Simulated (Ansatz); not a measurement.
# One shape, several levels: SiHCl3 (trichlorosilane)

Aim: a comparison of 6 runs (B2PLYP/STO-3G, PBE0/STO-3G, CCSDT/STO-3G, CCSD/STO-3G, CCSD(T)/STO-3G, UCCSD(T)/STO-3G) of SiHCl3 (trichlorosilane). 

The results are computed with Ansatz 0.2.0.

56 further runs of the same task are left out: 10 that didn't finish, 46 set aside as unsound or not needed.

## 1. The system as given

SiHCl3 has 5 atoms, charge 0, and is taken as a singlet. As SMILES, `Cl[SiH](Cl)Cl`. The Cl4–Si2 distance was set to 4.059 Å, away from the relaxed value. At this shape a bond of the SMILES string is far longer than usual.

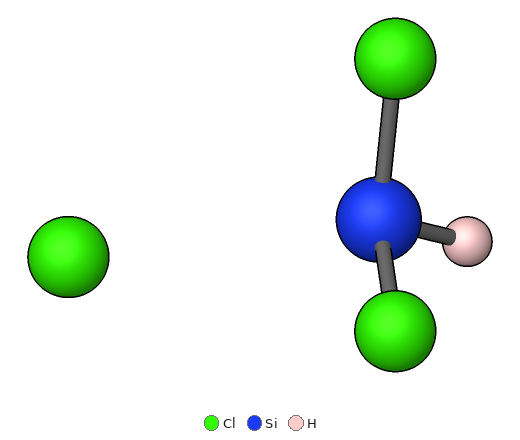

The structure, seen from a chosen angle (chlorine green, silicon blue, hydrogen pink).

## 2. A single-point energy at B2PLYP/STO-3G (run 1)

Contents of input.yaml:

```yaml
crystal:
  periodic: [false, false, false]
  atoms:
    - {symbol: Cl, position_ang: [2.085641, 0.586373, 2.511472]}
    - {symbol: Si, position_ang: [0.313411, 1.145113, 1.695032]}
    - {symbol: Cl, position_ang: [0.412411, 3.091503, 1.128302]}
    - {symbol: Cl, position_ang: [-0.476020, -1.170520, -1.544190]}
    - {symbol: H, position_ang: [-0.756599, 0.978743, 2.687742]}
basis:
  gaussian: {orbitals: STO-3G}
correlation: {frozen_orbitals: {Cl: 5, H: 0, Si: 5}}
hamiltonian: {xc: {name: B2PLYP}}
accuracy: high
```

On the command line:

```console
$ ansatz run input.yaml --threads 1 --pin off --max-ram 3480MiB --events-out events.jsonl --progress --plain --runs-dir runs
```

Standard output:

```text
Warning: RAYON_NUM_THREADS=1 ignored (pool sized by the plan → 1); use --threads N
Functional definition: B2PLYP
  name "B2PLYP"
  parameter a = 0.53
  parameter c = 0.27
  exchange = (1 - a)*b88_x + a*exact_x
  correlation = (1 - c)*lyp_c + c*(mp2_os + mp2_ss)
656 factors; integrals over basis functions are off by at most 1.7e-8 eV
mean field evaluation 1: about -44934.2936 eV, gradient 2.9e1 eV
mean field evaluation 2: about -44934.2940 eV, gradient 2.9e1 eV
mean field evaluation 4: about -44938.1174 eV, gradient 1.1e1 eV
mean field evaluation 8: about -44929.0292 eV, gradient 1.1e1 eV
mean field evaluation 16: about -44941.5281 eV, gradient 1.0e-3 eV
mean field evaluation 32: about -44941.5278 eV, gradient 1.1e-1 eV
mean field evaluation 64: about -44911.9395 eV, gradient 1.1e1 eV
mean field -44941.52813671 eV, -1651.5706965621 hartree, gradient 7.3e-9 eV, S^2 0.000000; 4 other end points of the search recorded, 0 dependent functions left out; unrestricted orbitals would lower it
20 core orbitals not correlated: weight in the atoms' cores, before any rotation towards them, 1.000 or more for the frozen orbitals, at most 0.000 for the correlated occupied ones
reference -44941.52816001 eV, -1651.5706974186 hartree; 13, 13 occupied and 4, 4 virtual orbitals, 656 factors
second order -5.49692758 eV of doubles, -0.00000000 eV of singles
Total energy: -44943.01233046 eV, -1651.6252396765 hartree
```

Wall time 4.2 s (1 thread of Arm Neoverse V2, shared host); peak memory 0.15 GiB.

## 3. The energy at PBE0/STO-3G (run 2)

Contents of molecule.yaml:

```yaml
crystal:
  periodic: [false, false, false]
  atoms:
    - {symbol: Cl, position_ang: [2.085641, 0.586373, 2.511472]}
    - {symbol: Si, position_ang: [0.313411, 1.145113, 1.695032]}
    - {symbol: Cl, position_ang: [0.412411, 3.091503, 1.128302]}
    - {symbol: Cl, position_ang: [-0.476020, -1.170520, -1.544190]}
    - {symbol: H, position_ang: [-0.756599, 0.978743, 2.687742]}
basis:
  gaussian:
    orbitals: STO-3G
hamiltonian:
  xc: {name: PBE0}
accuracy: high
```

On the command line:

```console
$ ansatz run molecule.yaml --threads 1 --pin off --max-ram 3480MiB --events-out events.jsonl --progress --plain --runs-dir runs
```

Standard output:

```text
Warning: RAYON_NUM_THREADS=1 ignored (pool sized by the plan → 1); use --threads N
Functional definition: PBE0
  name "PBE0"
  parameter a = 0.25
  parameter kappa = 0.804
  parameter beta = 0.06672455060314922
  exchange = (1 - a)*pbe_x(kappa = kappa, mu = beta*pi^2/3) + a*exact_x
  correlation = pbe_c(beta = beta)
656 factors; integrals over basis functions are off by at most 1.7e-8 eV
mean field evaluation 1: about -44937.4924 eV, gradient 3.1e1 eV
mean field evaluation 2: about -44687.4237 eV, gradient 4.5e1 eV
mean field evaluation 4: about -44941.4200 eV, gradient 1.4e1 eV
mean field evaluation 8: about -44941.4203 eV, gradient 1.4e1 eV
mean field evaluation 16: about -44945.8296 eV, gradient 1.5e-7 eV
mean field evaluation 32: about -44942.2946 eV, gradient 2.0e1 eV
mean field -44945.82962693 eV, -1651.7287734122 hartree, gradient 7.9e-9 eV, S^2 0.000000; 4 other end points of the search recorded, 0 dependent functions left out
reference -44945.82962859 eV, -1651.7287734731 hartree; 33, 33 occupied and 4, 4 virtual orbitals, 656 factors
Total energy: -44945.82962859 eV, -1651.7287734731 hartree
```

Run time: 3 s. Hardware: 1 thread of Arm Neoverse V2, shared host; peak memory 0.13 GiB.

## 4. A single-point energy at CCSDT/STO-3G (run 3)

Contents of run.yaml:

```yaml
crystal:
  periodic: [false, false, false]
  atoms:
    - {symbol: Cl, position_ang: [2.085641, 0.586373, 2.511472]}
    - {symbol: Si, position_ang: [0.313411, 1.145113, 1.695032]}
    - {symbol: Cl, position_ang: [0.412411, 3.091503, 1.128302]}
    - {symbol: Cl, position_ang: [-0.476020, -1.170520, -1.544190]}
    - {symbol: H, position_ang: [-0.756599, 0.978743, 2.687742]}
basis:
  gaussian:
    orbitals: STO-3G
correlation:
  method: ccsdt
  frozen_orbitals: {Cl: 5, H: 0, Si: 5}
scf:
  omitted_lower_state_checks: [cluster_reference, increment]
accuracy: high
```

On the command line:

```console
$ ansatz run run.yaml --threads 1 --pin off --max-ram 3480MiB --events-out events.jsonl --progress --plain --runs-dir runs
```

Standard output:

```text
Warning: RAYON_NUM_THREADS=1 ignored (pool sized by the plan → 1); use --threads N
[... 13 lines left out ...]
20 core orbitals not correlated: weight in the atoms' cores, before any rotation towards them, 1.000 or more for the frozen orbitals, at most 0.000 for the correlated occupied ones
[... 84 lines left out ...]
WARN: these amplitudes may be one of several solutions (largest doubles amplitude 1.03, level shift 7.09 eV)
Total energy: -44898.63758308 eV, -1649.9944977884 hartree
Checks for a lower state left out: cluster_reference, increment
```

Wall time 1.8 s (1 thread of Arm Neoverse V2, shared host); peak memory 0.095 GiB.

Runs 4 to 5 aren't shown in full; the table further down has their settings and results.

## 5. The energy at UCCSD(T)/STO-3G (run 6)

Contents of in.yaml:

```yaml
basis:
  gaussian: {orbitals: STO-3G}
crystal:
  periodic: [false, false, false]
  atoms:
    - {symbol: Cl, position_ang: [2.085641, 0.586373, 2.511472]}
    - {symbol: Si, position_ang: [0.313411, 1.145113, 1.695032]}
    - {symbol: Cl, position_ang: [0.412411, 3.091503, 1.128302]}
    - {symbol: Cl, position_ang: [-0.476020, -1.170520, -1.544190]}
    - {symbol: H, position_ang: [-0.756599, 0.978743, 2.687742]}
scf: {omitted_lower_state_checks: [cluster_reference, increment]}
correlation: {method: ccsd_t, frozen_orbitals: {Cl: 5, H: 0, Si: 5}}
accuracy: high
magnetization: {spin_polarized: true}
```

On the command line:

```console
$ ansatz run in.yaml --threads 1 --pin off --max-ram 3480MiB --events-out events.jsonl --progress --plain --runs-dir runs
```

Standard output:

```text
Warning: RAYON_NUM_THREADS=1 ignored (pool sized by the plan → 1); use --threads N
[... 18 lines left out ...]
20 core orbitals not correlated: weight in the atoms' cores, before any rotation towards them, 1.000 or more for the frozen orbitals, at most 0.000 for the correlated occupied ones
[... 26 lines left out ...]
Total energy: -44898.65149359 eV, -1649.9950089904 hartree
Checks for a lower state left out: cluster_reference, increment
```

It took 4.2 s on 1 thread of Arm Neoverse V2, shared host; peak memory 0.13 GiB.

## 6. All runs side by side

| run | level | frozen core orbitals | energy (Eh) | wall time |
| --- | --- | --- | --- | --- |
| 1 | B2PLYP/STO-3G | 20 | -1651.625240 | 4.2 s |
| 2 | PBE0/STO-3G | – | -1651.728773 | 3 s |
| 3 | CCSDT/STO-3G | 20 | -1649.994498 | 1.8 s |
| 4 | CCSD/STO-3G | 20 | -1649.986793 | 0.8 s |
| 5 | CCSD(T)/STO-3G | 20 | -1650.020380 | 0.82 s |
| 6 | UCCSD(T)/STO-3G | 20 | -1649.995009 | 4.2 s |

## 7. Summary of results

```
                                           quantity           value
                                run 6: total energy  -1649.99501 Eh
run 6: correlation energy (20 core orbitals frozen)       -48.5 mEh
                              run 6: (T) correction       -1.12 mEh
           run 6: ⟨S²⟩ of the reference determinant           1.002
                               run 6: T1 diagnostic           0.007
```

In words: Totals of different functionals can't be ranked against each other. In runs 4, 5 the T1 diagnostic is large, so a single reference may not serve. In runs 1, 3, 4, 5 the log says that unrestricted orbitals would lower the reference, so the values rest on an unstable closed-shell determinant (other closed-shell runs at this shape may share the fault). In runs 1, 2, 3, 4, 5, 6 the basis is minimal, so the values are rough. In runs 1, 2, 4, 5 a closed-shell determinant meets a far-stretched bond, which it describes badly. Spin contamination of the reference: run 6 ⟨S²⟩ = 1.00. Where it is this large, the reference is a mixture of spin states, and values that rest on it are in doubt. All runs together took 15 s, the longest 4.2 s.
